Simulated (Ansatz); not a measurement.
**GeH2S···HBr: density, localisation and related maps**

Input

```
crystal:
  periodic: [false, false, false]
  atoms:
    - {symbol: Ge, position_ang: [-0.065632, 0.680902, 0.707558]}
    - {symbol: Br, position_ang: [-0.734552, -1.445625, -1.490477]}
    - {symbol: S, position_ang: [1.961733, 0.591555, 0.587399]}
    - {symbol: H, position_ang: [0.690362, -1.390636, -1.452531]}
    - {symbol: H, position_ang: [-0.937851, 1.694601, -0.055325]}
    - {symbol: H, position_ang: [-0.914061, -0.130799, 1.703375]}
basis:
  gaussian: {orbitals: def2-TZVPP}
hamiltonian: {xc: pbe0, dispersion: d4}
output: {orbitals: {seedname: orbitals}}
```

Command:

```sh
ansatz run in.yaml --threads 4 --pin off --events-out ev --progress --plain --max-ram 9574MiB
```

The product side of a reaction path; geometry: PBE0-D4/def2-TZVP; a saddle point, not a minimum.

The calculation used RKS PBE0-D4/def2-TZVPP in Ansatz 0.2.0.

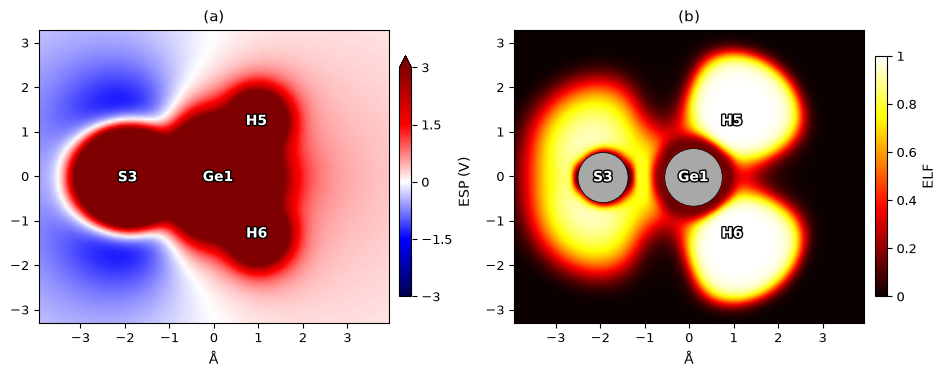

Figure 1. (a) electrostatic potential; (b) ELF on the plane of atoms S3, Ge1 and H6. Grey discs cover the atomic cores in the ELF map.

What do the fields say about this system?

Atoms in the plane: Ge, S and H. Ge–S (2.03 Å): the ELF peaks at about 0.75 in the valence shell of S, 0.9 Å from its nucleus, and is about 0.70 at the midpoint. Ge–H (1.54 Å): the ELF climbs to about 1 towards the hydrogen. The ELF also peaks beside S3, away from the bonds: lone-pair regions. Outside the dense part of the complex the potential is most negative (−1.3 V) near S3.

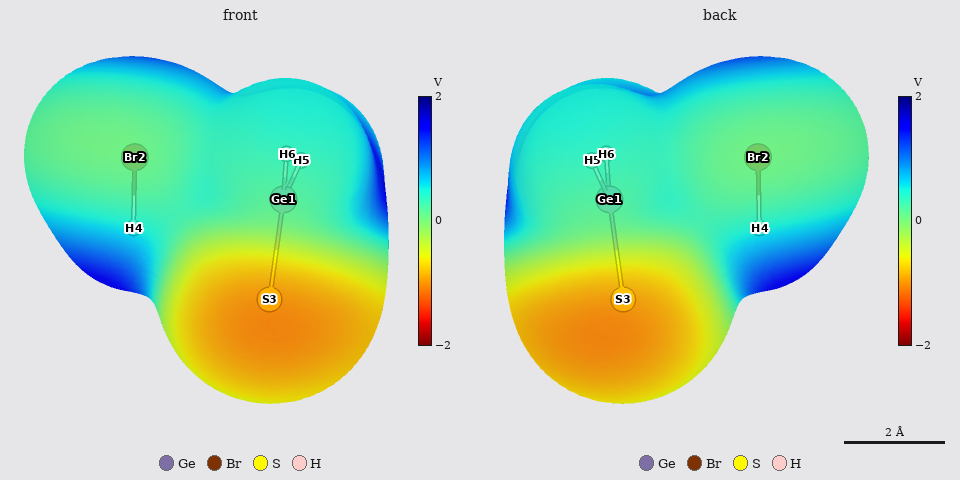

Figure 2. The electrostatic potential painted on the density surface at 0.001 e/bohr³, seen from the front and from behind; the colour scale runs from red (negative) to blue (positive).

Where is the surface potential most negative and most positive?

The most negative region (about −1.1 V) lies over S3, the most positive (about +1.6 V) over Ge1 and H4. Br2 shows a σ-hole: about +1.2 V at the tip opposite its bond, against about +0.1 V on its flanks.

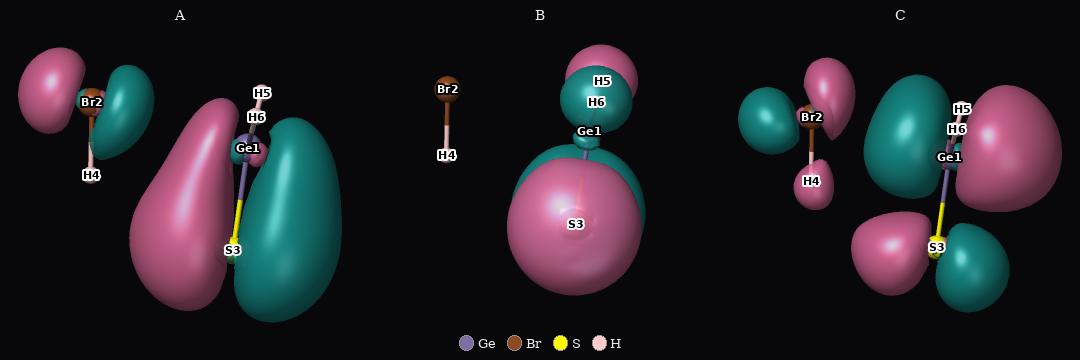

Figure 3. Three frontier orbitals at ±0.08 Å⁻³ᐟ² (teal and pink are the two phases), in no order.

Order the three orbitals by energy and name them.

A is the HOMO−1 (−7.41 eV). By Hirshfeld shares it lies mainly on S3 (about 70 %), Ge1 (about 20 %) and Br2 (about 10 %). B is the HOMO (−6.71 eV). It lies mainly on S3 (about 80 %) and Ge1 (about 10 %); largely a lone pair of S3. C is the LUMO (−2.27 eV). Its weight (Hirshfeld) is mainly on Ge1 (about 55 %), S3 (about 25 %) and Br2 (about 10 %).

What is the HOMO–LUMO gap?

4.44 eV between the orbital energies.
